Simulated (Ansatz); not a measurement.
**SiBrCl₃: geometry relaxation**

SiBrCl₃, SMILES Cl[Si](Cl)(Cl)Br, computed with RKS PBE-D4/def2-SVP (Ansatz 0.2.0).

The geometry: force-field start. Figures and captions count atoms from 1; the log counts them from 0 in places.

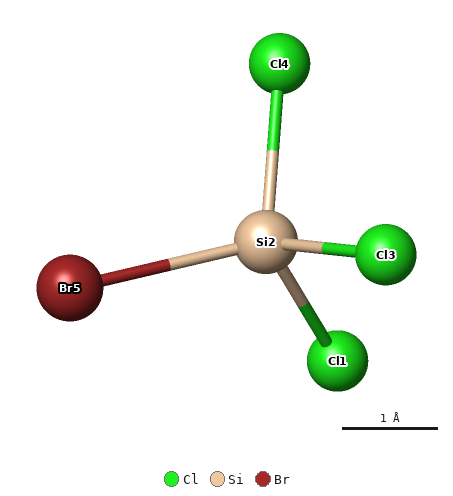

Fig. 1: The starting structure (ball-and-stick view, seen at a tilt; atoms are numbered from 1 in the order of the input). Bond lengths as drawn: Br–Si 2.20 Å and Cl–Si 1.99 to 2.03 Å.

Input:
```yaml
crystal:
  periodic: [false, false, false]
  atoms:
    - {symbol: Cl, position_ang: [-0.829200, -0.272400, 1.832300]}
    - {symbol: Si, position_ang: [-0.008200, 0.004300, -0.006900]}
    - {symbol: Cl, position_ang: [1.617100, -1.181200, -0.050400]}
    - {symbol: Cl, position_ang: [-1.228400, -0.724800, -1.394200]}
    - {symbol: Br, position_ang: [0.498500, 2.100400, -0.422300]}
basis:
  gaussian: {orbitals: def2-SVP}
hamiltonian: {xc: pbe, dispersion: d4}
relax: {f_tol: 0.03, max_steps: 200}
```

Machine: 4 threads of Arm Neoverse V2, 23 GiB of memory available, shared host.

Launch command:
```bash
ansatz run in.yaml --threads 4 --pin off --events-out ev --progress --plain --max-ram 10444MiB
```

Output:
```
Functional definition: PBE
  name "PBE"
  cite "Perdew, Burke & Ernzerhof, Phys. Rev. Lett. 77, 3865 (1996) doi:10.1103/PhysRevLett.77.3865"
  parent pbe
  parameter kappa = 0.804
  parameter beta = 0.06672455060314922
  exchange = pbe_x(kappa = kappa, mu = beta*pi^2/3)
  correlation = pbe_c(beta = beta)
1126 factors; their error is unknown
mean field evaluation 1: about -115444.0372 eV, gradient 1.6e1 eV
mean field evaluation 2: about -115443.9016 eV, gradient 1.7e1 eV
mean field evaluation 4: about -115444.5758 eV, gradient 7.5e-1 eV
mean field evaluation 8: about -115444.4599 eV, gradient 1.3e-2 eV
mean field -115444.45993042 eV, -4242.5056513776 hartree, gradient 5.9e-6 eV, S^2 0.000000; 0 other end points of the search recorded, 0 dependent functions left out
the calculation of the forces begins
reference -115444.45995816 eV, -4242.5056523970 hartree; 50, 50 occupied and 54, 54 virtual orbitals, 1126 factors
relax step   1: F+E_penalty+E_count = -115444.74460854 eV  Δ(F+E_penalty+E_count) = +0.000e0 eV  max|allowed force component| = 1.155e0 eV/Å  Δτ_max = 0.0000 Å  (24 SCF iters, accepted)
these checks for a lower state are left out or cut short: starts, cluster_reference, orbital_swaps, neighbouring_geometries, increment
1126 factors; their error is unknown
mean field evaluation 16: about -115444.4031 eV, gradient 1.3e1 eV
mean field -115444.54428154 eV, -4242.5087512238 hartree, gradient 5.9e-5 eV, S^2 0.000000; 0 other end points of the search recorded, 0 dependent functions left out
the calculation of the forces begins
reference -115444.54430970 eV, -4242.5087522588 hartree; 50, 50 occupied and 54, 54 virtual orbitals, 1126 factors
relax step   2: F+E_penalty+E_count = -115444.82356228 eV  Δ(F+E_penalty+E_count) = -7.895e-2 eV  max|allowed force component| = 5.176e-1 eV/Å  Δτ_max = 0.1730 Å  (29 SCF iters, accepted)
these checks for a lower state are left out or cut short: starts, cluster_reference, orbital_swaps, neighbouring_geometries, increment
1126 factors; their error is unknown
mean field -115444.58863613 eV, -4242.5103812251 hartree, gradient 1.4e-5 eV, S^2 0.000000; 0 other end points of the search recorded, 0 dependent functions left out
the calculation of the forces begins
reference -115444.58866424 eV, -4242.5103822581 hartree; 50, 50 occupied and 54, 54 virtual orbitals, 1126 factors
relax step   3: F+E_penalty+E_count = -115444.86913677 eV  Δ(F+E_penalty+E_count) = -4.557e-2 eV  max|allowed force component| = 2.030e-2 eV/Å  Δτ_max = 0.0749 Å  (26 SCF iters, accepted)
1126 factors; their error is unknown
mean field evaluation 32: about -115443.6969 eV, gradient 2.0e1 eV
```

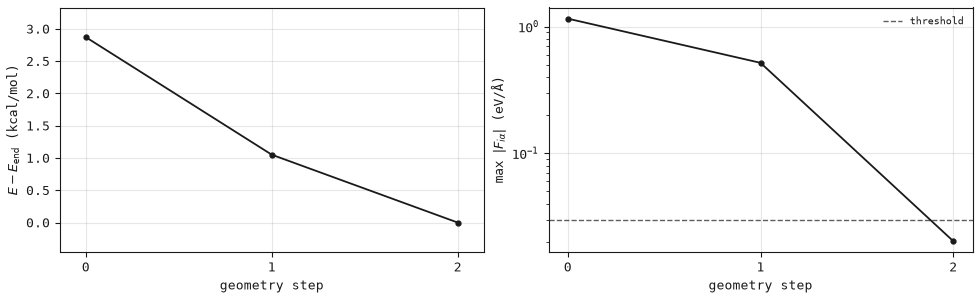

Fig. 2: Progress of the relaxation, step by step (the first geometry is step 0 here and step 1 in the log).

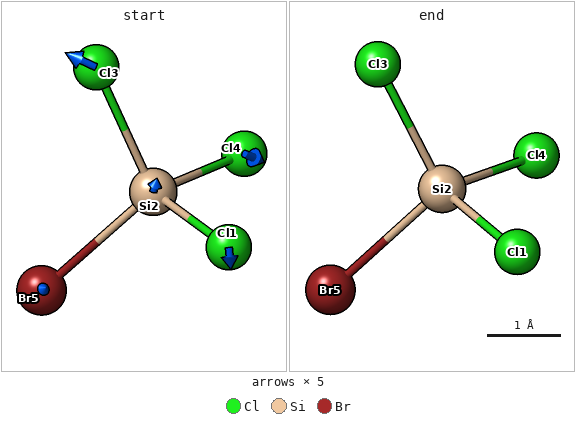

Fig. 3: Before (left) and after (right) the relaxation, at one scale (ball-and-stick view, seen at a tilt). The blue arrows give the displacements, magnified 5 times. The energy falls by 2.87 kcal/mol in 2 geometry steps. The largest force component goes from 1.2 to 0.02 eV/Å. Cl3 moves most after the best rigid fit: 0.099 Å. Largest moves by element: Cl 0.099 Å, Si 0.045 Å, Br 0.036 Å. Among the contacts that change: Si2–Cl4 1.986 → 2.054 Å, Si2–Cl3 2.012 → 2.054 Å, Cl1–Si2 2.033 → 2.054 Å, Si2–Br5 2.196 → 2.210 Å. Among the angles that change: Cl1–Si2–Cl3 105.4° → 109.2°, Cl1–Si2–Br5 113.2° → 109.8°, Cl3–Si2–Br5 111.8° → 109.8°. (Atoms are counted from 1 in the order of the input.)

```
mean field -115444.58863613 eV, -4242.5103812251 hartree, gradient 1.4e-5 eV, S^2 0.000000; 1 other end points of the search recorded, 0 dependent functions left out
the calculation of the forces begins
reference -115444.58866424 eV, -4242.5103822581 hartree; 50, 50 occupied and 54, 54 virtual orbitals, 1126 factors
Total energy: -115444.86916488 eV, -4242.5206904664 hartree
Atom 0 at    -0.865833    -0.220332     1.847541 Å, force    -0.001658     0.003810     0.010158 eV/Å
Atom 1 at     0.004609    -0.038881    -0.004176 Å, force    -0.008226    -0.020303     0.007559 eV/Å
Atom 2 at     1.715305    -1.174386    -0.060102 Å, force     0.010443    -0.001755    -0.001660 eV/Å
Atom 3 at    -1.304926    -0.719854    -1.432605 Å, force    -0.004459     0.001656    -0.011547 eV/Å
Atom 4 at     0.500645     2.079752    -0.392158 Å, force     0.003900     0.016592    -0.004510 eV/Å
Dipole moment:     0.008810     0.035852    -0.006977 e Å
```

Trajectory as extended XYZ (Å, eV, eV/Å), 3 frames, from step=1 to step=3:
```
5
Properties=species:S:1:pos:R:3:forces:R:3 step=1 energy=-115444.74461
Cl   -0.8292   -0.2724    1.8323   -0.3257   0.2155   0.4910
Si   -0.0082    0.0043   -0.0069    0.3792   0.3398   0.6338
Cl    1.6171   -1.1812   -0.0504    1.0815  -0.4146  -0.0331
Cl   -1.2284   -0.7248   -1.3942   -1.1554  -0.3561  -1.1341
Br    0.4985    2.1004   -0.4223    0.0203   0.2153   0.0424
5
Properties=species:S:1:pos:R:3:forces:R:3 step=2 energy=-115444.82356
Cl   -0.8895   -0.1721    1.8588    0.1851  -0.2336  -0.2958
Si    0.0062   -0.0897   -0.0089   -0.0047   0.1737   0.1323
Cl    1.7871   -1.1546   -0.0678   -0.5176   0.0384   0.0229
Cl   -1.3461   -0.6917   -1.4529    0.2746  -0.1173   0.2268
Br    0.4921    2.0344   -0.3708    0.0626   0.1387  -0.0861
5
Properties=species:S:1:pos:R:3:forces:R:3 step=3 energy=-115444.86914
Cl   -0.8658   -0.2203    1.8475   -0.0017   0.0038   0.0102
Si    0.0046   -0.0389   -0.0042   -0.0082  -0.0203   0.0076
Cl    1.7153   -1.1744   -0.0601    0.0104  -0.0018  -0.0017
Cl   -1.3049   -0.7199   -1.4326   -0.0045   0.0017  -0.0115
Br    0.5006    2.0798   -0.3922    0.0039   0.0166  -0.0045
```

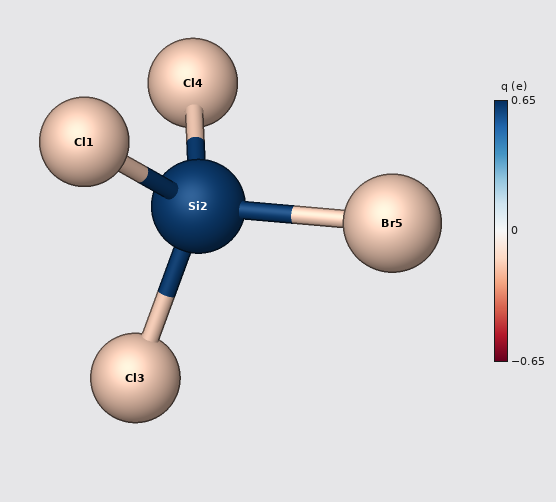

Fig. 4: Mulliken charges, as the colour of each atom (ball-and-stick view, seen at a tilt; atoms are numbered from 1 in the order of the input; Mulliken charges depend strongly on the basis). By element: Cl −0.16, Si +0.62 and Br −0.15 e.

Summary:

```json
{"quantity": "outcome", "value": "converged"}
{"quantity": "total energy", "value": "−115444.8692 eV"}
{"quantity": "mean-field energy", "value": "−115444.5887 eV"}
{"quantity": "dispersion energy", "value": "−0.2805 eV"}
{"quantity": "SCF solution under orbital rotations", "value": "stable"}
{"quantity": "largest force (length of the vector) at the end", "value": "0.023 eV/Å"}
{"quantity": "dipole moment", "value": "0.18 D"}
{"quantity": "wall time", "value": "3.2 s (CPU time 11 s)"}
{"quantity": "peak memory", "value": "0.16 GiB"}
```
